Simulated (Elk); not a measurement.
**Dielectric function and optical constants of Ru**

Aim: the dielectric function of Ru, and the optical constants that follow from it.

Calculated with Elk 11.2.3 (patched build); DFT, PBE, all-electron APW+lo, Dirac cores, scalar-relativistic bands, independent-particle optical response without local fields.

## (1) Starting point

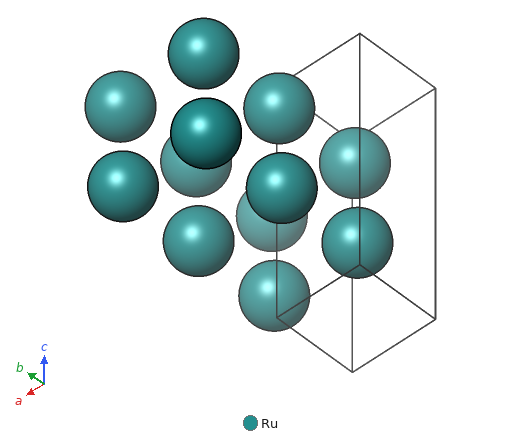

The cell as given, from a free direction (ruthenium teal). 2×3×1 cells are drawn.

## (2) Ground state

First the ground state: is it a metal or has it a gap?

This step: DFT, PBE, all-electron APW+lo, Dirac cores, scalar-relativistic bands, ground state (Elk 11.2.3 (patched build)).

elk.in

```
tasks
  0
  120

xctype
  20

nempty
  10

lorbcnd
  .true.

rgkmax
  7.0

swidth
  0.0018375

maxscl
  100

epsengy
  1e-05

sppath
  './'

avec
  5.113220948012 0.000000000000 0.000000000000
  -2.556610474006 4.428179236217 0.000000000000
  0.000000000000 0.000000000000 8.091618293035

atoms
  1
  'Ru.in'
  2
  0.666666666700 0.333333333300 0.750000000000   0.000 0.000 0.000
  0.333333333300 0.666666666700 0.250000000000   0.000 0.000 0.000

ngridk
  18 18 10
```

On the command line:

```bash
> OMP_NUM_THREADS=4 elk
```

Numbers of over 12 decimals in the logs are rounded to 6 here.

Output:

```text
┌─────────────────────────┐
│ Elk code version 11.2.3 │
└─────────────────────────┘

All units are atomic (Hartree, Bohr, etc.)

┌─────────────────────────────────────────────────┐
│ Ground-state run starting from atomic densities │
└─────────────────────────────────────────────────┘

Lattice vectors :
   5.113220948       0.000000000       0.000000000
  -2.556610474       4.428179236       0.000000000
   0.000000000       0.000000000       8.091618293

Reciprocal lattice vectors :
   1.228811618      0.7094547185      -0.000000000
   0.000000000       1.418909437       0.000000000
   0.000000000      -0.000000000      0.7765054010

Unit cell volume      :    183.2125158
Brillouin zone volume :    1.353893387

Muffin-tin inner radius fraction :   0.1000000000E-01

Nuclei treated as point charges

Species : 1 (Ru)
 parameters loaded from : Ru.in
 name : ruthenium
 nuclear charge    :   -44.00000000
 electronic charge :    44.00000000
 atomic mass :    184239.3393
 muffin-tin radius :    2.479175570
 number of radial points in muffin-tin :   1193
 inner part over the whole radius :   0.9967668947E-02
 number on inner part of muffin-tin    :    848
 approximate nuclear radius :   0.8462081736E-04
 number of mesh points to nuclear radius :    423
 atomic positions (lattice), magnetic fields (Cartesian) :
  1 :   0.16666667  0.33333333  0.25000000    0.00000000  0.00000000  0.00000000
  2 :  -0.16666667 -0.33333333 -0.25000000    0.00000000  0.00000000  0.00000000

Total number of atoms per unit cell :    2
Total muffin-tin volume :    127.6557719
 ratio of muffin-tin to unit cell volume :   0.6967633806

Spin treatment :
 spin-unpolarised

Number of Bravais lattice symmetries :   24
Number of crystal symmetries         :   24
Crystal has inversion symmetry
Real symmetric eigensolver will be used

k-point grid :     18    18    10
k-point offset :    0.000000000       0.000000000       0.000000000
k-point set is reduced with full crystal symmetry group
Total number of k-points :      222

Muffin-tin radius times maximum |G+k| :    7.000000000
 using average radius
Maximum |G+k| for APW functions       :    2.823519272
Maximum (1/2)|G+k|²                   :    3.986130540
Maximum |G| for potential and density :    12.00000000
Constant for pseudocharge density :    7
 order of it for each species :   14
 order of it for pair densities of each species (exact exchange by exxq0 0: 14) :   10
Radial integration step length :    1

G-vector grid sizes :     20    20    32
Number of G-vectors :     5311

Maximum angular momentum used for
 APW functions            :    8
 outer part of muffin-tin :    6
 inner part of muffin-tin :    2

Total nuclear charge    :   -88.00000000
Total core charge       :    56.00000000
Total valence charge    :    32.00000000
Total excess charge     :    0.000000000
Total electronic charge :    88.00000000

Effective Wigner radius, rₛ :   0.7921266393

Number of empty states         :     20
Total number of valence states :     37
Total number of core states    :     56

Conduction state local-orbitals added automatically
Third-order local-orbitals added for an l without core states : F
Total number of local-orbitals :    134

Exchange-correlation functional :     20     0     0
 Perdew-Burke-Ernzerhof, Phys. Rev. Lett. 77, 3865 (1996)
 gradient requirement :    1
 generalised gradient approximation (GGA)

Smearing type :    3
 Fermi-Dirac
Smearing width :   0.1837500000E-02
Effective electronic temperature (K) :    580.2366081

Mixing type :    3
 Broyden mixing, J. Phys. A: Math. Gen. 17, L317 (1984)

Kohn-Sham potential initialised from atomic data

┌──────────────────────────────┐
│ Self-consistent loop started │
└──────────────────────────────┘

┌─────────────────┐
│ Loop number : 1 │
└─────────────────┘

Energies :
 Fermi                       :     0.307751
 sum of occupied eigenvalues :     -5406.5649366669
 electron kinetic            :      9420.6679680552
 core electron kinetic       :      9168.9663389391
 Coulomb                     :     -18217.837006789
 Coulomb potential           :     -14485.308871241
 nuclear-nuclear             :     -1240.1910601980
 electron-nuclear            :     -19513.198829666
 Hartree                     :      2535.5528830756
 Madelung                    :     -10975.182571168
 xc potential                :     -341.92403348081
 exchange                    :     -262.37342770070
 correlation                 :     -4.699109
 electron entropic           :    -0.48199944363671E-03
 total energy                :     -9064.2420571501

Density of states at Fermi energy :    44.39651205
 (states/Hartree/unit cell)

Estimated indirect band gap :   0.1764524600E-03
 from k-point 125 to k-point 124
Estimated direct band gap   :   0.6669974589E-02
 at k-point 15

Charges :
 core                        :    56.00000000
 valence                     :    32.00000000
 interstitial                :    2.863227493
 muffin-tins (core leakage)
  species : 1 (Ru)
   atom 1                    :    42.56838625     ( -0.2206752114E-06)
   atom 2                    :    42.56838625     ( -0.2206752114E-06)
 total in muffin-tins        :    85.13677251
 total calculated charge     :    87.99718549
 total charge                :    88.00000000
 error                       :   0.2814513503E-02

┌─────────────────┐
│ Loop number : 2 │
└─────────────────┘

Energies :
 Fermi                       :     0.308502
 sum of occupied eigenvalues :     -5406.6151951199
 electron kinetic            :      9420.8015958554
 core electron kinetic       :      9168.9754609470
 Coulomb                     :     -18218.054830589
 Coulomb potential           :     -14485.198713934
 nuclear-nuclear             :     -1240.1910601980
 electron-nuclear            :     -19513.757165178
 Hartree                     :      2535.8933947878
 Madelung                    :     -10975.455473622
 xc potential                :     -342.21807704089
 exchange                    :     -262.38759197282
 correlation                 :     -4.698996
 electron entropic           :    -0.48513209409548E-03
 total energy                :     -9064.3403076825

Density of states at Fermi energy :    44.69229090
 (states/Hartree/unit cell)

Estimated indirect band gap :   0.1956696936E-03
 from k-point 125 to k-point 124
Estimated direct band gap   :   0.6641599507E-02
 at k-point 15

Charges :
 core                        :    56.00000000
 valence                     :    32.00000000
 interstitial                :    2.856404970
 muffin-tins (core leakage)
  species : 1 (Ru)
   atom 1                    :    42.57179751     ( -0.2208932841E-06)
   atom 2                    :    42.57179751     ( -0.2208932841E-06)
 total in muffin-tins        :    85.14359503
 total calculated charge     :    87.99718040
 total charge                :    88.00000000
 error                       :   0.2819600009E-02

RMS change in Kohn-Sham potential (target) :   0.1642030871     (  0.1000000000E-05)
Absolute change in total energy (target)   :   0.9825053243E-01 (  0.1000000000E-04)

[... 15 loops left out ...]

┌──────────────────┐
│ Loop number : 18 │
└──────────────────┘

Energies :
 Fermi                       :     0.448614
 sum of occupied eigenvalues :     -5397.5362451626
 electron kinetic            :      9430.0887067389
 core electron kinetic       :      9168.7149733179
 Coulomb                     :     -18226.076272592
 Coulomb potential           :     -14478.522170470
 nuclear-nuclear             :     -1240.1910601980
 electron-nuclear            :     -19537.172199244
 Hartree                     :      2551.2869868500
 Madelung                    :     -10986.815187356
 xc potential                :     -349.10278143097
 exchange                    :     -263.02085631809
 correlation                 :     -4.692763
 electron entropic           :    -0.52430316791365E-03
 total energy                :     -9063.7017091977

Density of states at Fermi energy :    47.93996245
 (states/Hartree/unit cell)

Estimated indirect band gap :   0.5953827149E-03
 from k-point 210 to k-point 131
Estimated direct band gap   :   0.8190911827E-02
 at k-point 52

Charges :
 core                        :    56.00000000
 valence                     :    32.00000000
 interstitial                :    2.507879516
 muffin-tins (core leakage)
  species : 1 (Ru)
   atom 1                    :    42.74606024     ( -0.2278189832E-06)
   atom 2                    :    42.74606024     ( -0.2278189832E-06)
 total in muffin-tins        :    85.49212048
 total calculated charge     :    87.99693548
 total charge                :    88.00000000
 error                       :   0.3064516566E-02

RMS change in Kohn-Sham potential (target) :   0.4422897511E-08 (  0.1000000000E-05)
Absolute change in total energy (target)   :   0.2972963557E-05 (  0.1000000000E-04)

Convergence targets achieved

┌──────────────────┐
│ Loop number : 19 │
└──────────────────┘

Energies :
 Fermi                       :     0.448614
 sum of occupied eigenvalues :     -5397.5362452846
 electron kinetic            :      9430.0887066779
 core electron kinetic       :      9168.7149734078
 Coulomb                     :     -18226.076272649
 Coulomb potential           :     -14478.522170468
 nuclear-nuclear             :     -1240.1910601980
 electron-nuclear            :     -19537.172199344
 Hartree                     :      2551.2869868927
 Madelung                    :     -10986.815187415
 xc potential                :     -349.10278149415
 exchange                    :     -263.02085632088
 correlation                 :     -4.692763
 electron entropic           :    -0.52430316399518E-03
 total energy                :     -9063.7017093190

Density of states at Fermi energy :    47.93996198
 (states/Hartree/unit cell)

Estimated indirect band gap :   0.5953829657E-03
 from k-point 210 to k-point 131
Estimated direct band gap   :   0.8190911928E-02
 at k-point 52

Charges :
 core                        :    56.00000000
 valence                     :    32.00000000
 interstitial                :    2.507879518
 muffin-tins (core leakage)
  species : 1 (Ru)
   atom 1                    :    42.74606024     ( -0.2278198359E-06)
   atom 2                    :    42.74606024     ( -0.2278198359E-06)
 total in muffin-tins        :    85.49212048
 total calculated charge     :    87.99693548
 total charge                :    88.00000000
 error                       :   0.3064516595E-02

┌──────────────────────────────┐
│ Self-consistent loop stopped │
└──────────────────────────────┘

Wrote STATE.OUT
```

Elapsed: 30 s, on 4 threads of Arm Neoverse V2, shared host; peak memory 0.13 GiB; 1.8 min of CPU time.

Numbers from this step:

```
total energy           : -9064 Ha
Fermi energy           : 12.21 eV
DOS at the Fermi level : 1.762 states/eV/cell
```

There are states at the Fermi level within the smearing, so the occupations stay smeared and the carriers get a Drude term.

## (3) Independent particles

With the density converged, the vertical transitions are summed over the zone.

This step: DFT, PBE, all-electron APW+lo, Dirac cores, scalar-relativistic bands, independent-particle optical response without local fields (Elk 11.2.3 (patched build)).

elk.in: that of step 2 with these lines changed.

```diff
@@ -1,4 +1,10 @@
 tasks
-  0
-  120
+  121
+
+optcomp
+  1 1
+  3 3
+
+intraband
+  .true.
 
@@ -17,9 +23,7 @@
 swidth
-  0.0018375
+  0.0055124
 
-maxscl
-  100
-
-epsengy
-  1e-05
+wplot
+  400 100 0
+  0.0 0.51449
```

On the command line:

```bash
> OMP_NUM_THREADS=4 elk
```

Output:

```text
┌─────────────────────────────────┐
│ Elk code version 11.2.3 started │
└─────────────────────────────────┘

Info(readinput): the functional depends on the density's gradient
 muffin-tin radial points multiplied by    2.00000
 (not where nrmtscf is given)

┌────────────────────┐
│ Current task : 121 │
└────────────────────┘
Info(checkmt): changed muffin-tin radius of species 1 (Ru) from   2.6000 to   2.4792

Info(findsymcrys): atomic basis shift (lattice) :
  0.5000000000       0.000000000      0.5000000000
See GEOMETRY.OUT for new atomic positions

Info(dielectric):
 dielectric tensor written to EPSILON_ij.OUT
 optical conductivity written to SIGMA_ij.OUT
 plasma frequency written to PLASMA_ij.OUT
 for components
  i = 1, j = 1
  i = 3, j = 3

┌──────────────────┐
│ Elk code stopped │
└──────────────────┘
```

Run time: 6.3 s. Hardware: 4 threads; peak memory 0.04 GiB; 25 s of CPU time.

Numbers from this step:

- Drude plasma energy, first axis: 8.084 eV

The Im ε has structure finer than the step of the table below, so its rows give means over 1 eV, whole bins alone (the curve runs from 0.315 to 14.0 eV). Peaks (eV: height): E ∥ x 2.1: 60.6.

Sum at mesh points, not converged in k. The Im ε by photon energy; means over each step:

| photon energy (eV) | E ∥ x | E ∥ z |
| --- | --- | --- |
| 1 | 36.6 | 68.6 |
| 2 | 51.8 | 43.0 |
| 3 | 35.7 | 25.1 |
| 4 | 14.7 | 18.6 |
| 5 | 8.34 | 7.98 |
| 6 | 4.77 | 4.64 |
| 7 | 2.83 | 3.01 |
| 8 | 1.75 | 1.69 |
| 9 | 1.34 | 1.14 |
| 10 | 1.18 | 1.01 |
| 11 | 1.29 | 1.55 |
| 12 | 1.58 | 1.92 |
| 13 | 1.69 | 2.09 |

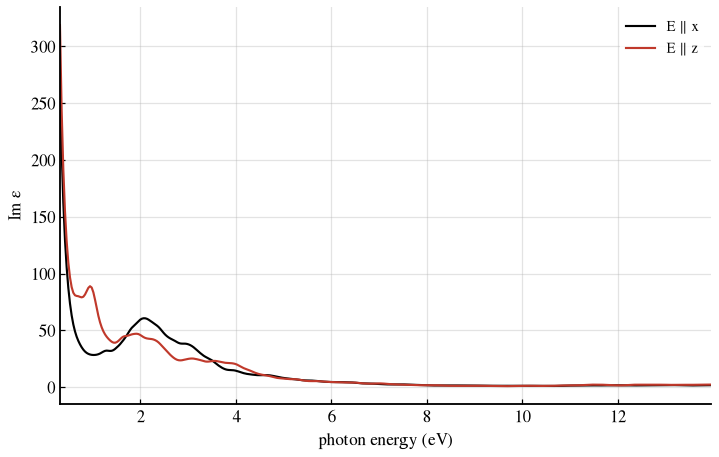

Im ε, plotted against photon energy.

Values under 1 per cm are given as 1; sum at mesh points, not converged in k. Table of absorption coefficient by photon energy:

| photon energy (eV) | E ∥ x (1/cm) | E ∥ z (1/cm) |
| --- | --- | --- |
| 1.01 | 5.0e5 | 8.7e5 |
| 2.00 | 9.9e5 | 1.1e6 |
| 3.01 | 1.6e6 | 1.3e6 |
| 3.99 | 1.8e6 | 1.8e6 |
| 5.00 | 1.8e6 | 1.8e6 |
| 5.98 | 1.7e6 | 1.7e6 |
| 7.00 | 1.7e6 | 1.7e6 |
| 8.01 | 1.5e6 | 1.5e6 |
| 8.99 | 1.3e6 | 1.3e6 |
| 10.01 | 1.1e6 | 8.8e5 |
| 10.99 | 8.5e5 | 8.1e5 |
| 12.01 | 9.9e5 | 9.5e5 |
| 12.98 | 1.0e6 | 1.2e6 |

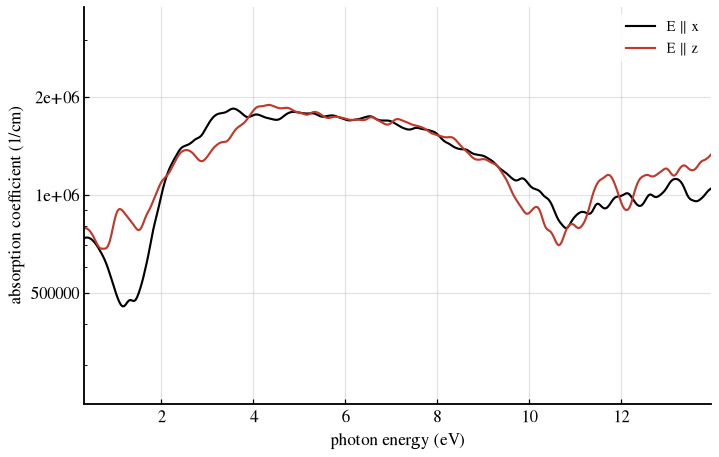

Absorption coefficient, plotted against photon energy.

The loss function −Im 1/ε at q → 0 has structure finer than the step of the table below, so its rows give means over 1 eV, whole bins alone (the curve runs from 0.315 to 14.0 eV). Peaks (eV: height): E ∥ x 10.6: 0.946; E ∥ z 10.4: 0.961, 12.0: 0.595.

Sum at mesh points, not converged in k. The loss function −Im 1/ε at q → 0 by energy loss; means over each step:

| energy loss (eV) | E ∥ x | E ∥ z |
| --- | --- | --- |
| 1 | 0.0194 | 0.0109 |
| 2 | 0.0177 | 0.0215 |
| 3 | 0.0222 | 0.0319 |
| 4 | 0.0309 | 0.0328 |
| 5 | 0.0442 | 0.0404 |
| 6 | 0.0621 | 0.0620 |
| 7 | 0.0824 | 0.0819 |
| 8 | 0.129 | 0.117 |
| 9 | 0.271 | 0.258 |
| 10 | 0.589 | 0.764 |
| 11 | 0.768 | 0.607 |
| 12 | 0.595 | 0.486 |
| 13 | 0.536 | 0.444 |

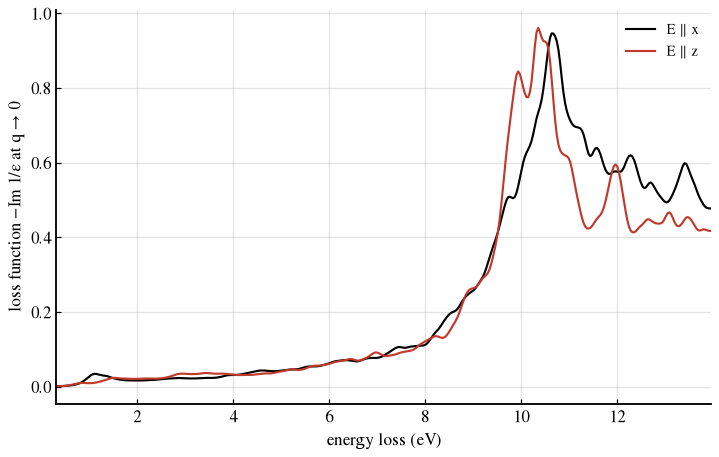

Loss function −Im 1/ε at q → 0, plotted against energy loss.

Sum at mesh points, not converged in k. Table of reflectivity at normal incidence by photon energy; read off at these points:

| photon energy (eV) | E ∥ x (%) | E ∥ z (%) |
| --- | --- | --- |
| 1.0 | 71.2 | 81.3 |
| 2.0 | 67.3 | 70.0 |
| 3.0 | 71.4 | 65.8 |
| 3.7 | 76.8 | 67.6 |
| 4.0 | 74.3 | 70.5 |
| 5.0 | 73.2 | 74.6 |
| 6.0 | 71.1 | 71.5 |
| 7.0 | 71.6 | 66.7 |
| 8.0 | 70.1 | 68.1 |
| 9.0 | 55.3 | 56.1 |
| 10.0 | 37.5 | 26.1 |
| 11.0 | 14.6 | 11.3 |
| 12.0 | 14.1 | 13.1 |
| 13.0 | 12.7 | 15.7 |

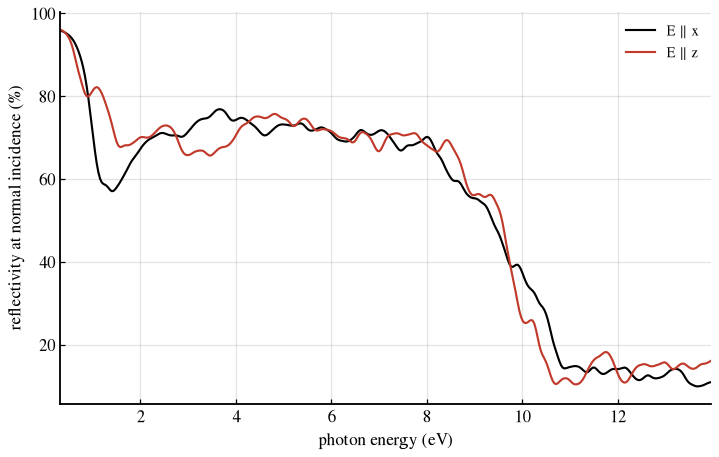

Reflectivity at normal incidence, plotted against photon energy.

At chosen wavelengths:

| wavelength (nm) | n x | k x | R (%) x | 1/α x | n z | k z | R (%) z | 1/α z |
| --- | --- | --- | --- | --- | --- | --- | --- | --- |
| 1550 | 2.20 | 7.581 | 87.0 | 16 nm | 4.70 | 8.461 | 81.9 | 15 nm |
| 800 | 5.53 | 3.318 | 58.8 | 19 nm | 4.10 | 5.014 | 67.9 | 13 nm |
| 633 | 6.11 | 4.744 | 66.5 | 11 nm | 4.34 | 5.377 | 69.8 | 9.4 nm |
| 532 | 4.87 | 5.616 | 70.5 | 7.5 nm | 3.73 | 5.474 | 71.5 | 7.7 nm |
| 405 | 3.37 | 5.430 | 72.3 | 5.9 nm | 2.89 | 4.348 | 66.0 | 7.4 nm |
| 308 | 1.64 | 4.322 | 74.4 | 5.7 nm | 2.21 | 4.495 | 71.1 | 5.5 nm |
| 193 | 0.78 | 2.660 | 69.6 | 5.8 nm | 0.77 | 2.611 | 68.9 | 5.9 nm |

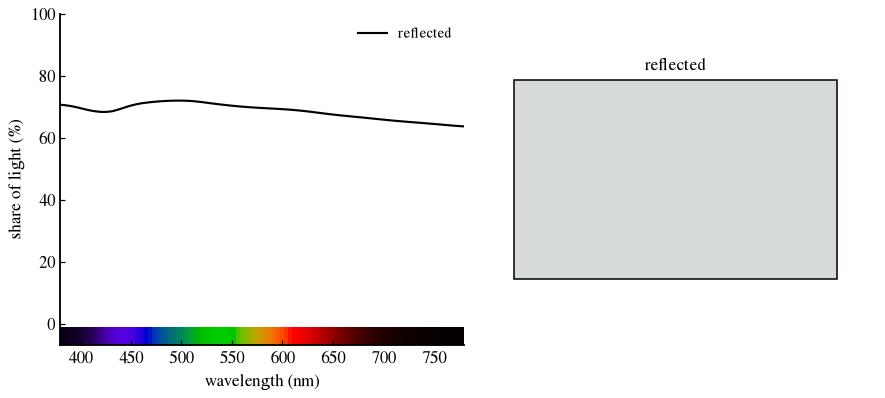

Light reflected across the visible range, with the colour that it makes of daylight (sRGB).

In reflection the computed colour is light grey: x = 0.310, y = 0.330, luminous reflectivity 70 %.

## (4) Results

```yaml
drude_plasma_energy_first_axis: 8.08 eV
```

What this shows: At this level (PBE, independent particles) Ru is a metal with a Drude plasma energy of 8.1 eV along x and 8.8 eV along z. The mesh is too coarse to trust the carriers' weight, the reflectivity or the colour to better than tens of per cent. Along x the bare Drude plasma energy is 8.1 eV; Re ε first rises through zero at 1.16 eV, far lower, because interband transitions screen the carriers. Im ε is 30 there, so the loss peak at that energy is weak. In reflection the computed colour is light grey: x = 0.310, y = 0.330, luminous reflectivity 70 %. The carriers' damping of 0.15 eV is typed, not computed; at 0.8 eV the carriers give 56 % of Im ε along the first axis; the rest comes from the sum over bands, which at low energy also holds close bands and the noise of the mesh. The sum runs over mesh points 0.15 Å⁻¹ apart with no interpolation, so peaks are partly noise of the mesh, and the Drude plasma energy, a sum over the Fermi surface, isn't converged.

[Machine, clock and banner lines and Python warnings are left out of the logs.]

[Logs are printed without paths, hosts, clocks, repeated set-up lines and the standing remarks that a program may print on its own settings, such as how far it seeks lower states.]

[Hosts, paths, dates, database ids (printed as entryN), source tags and the programs' standing remarks are cut or masked in the printed files.]
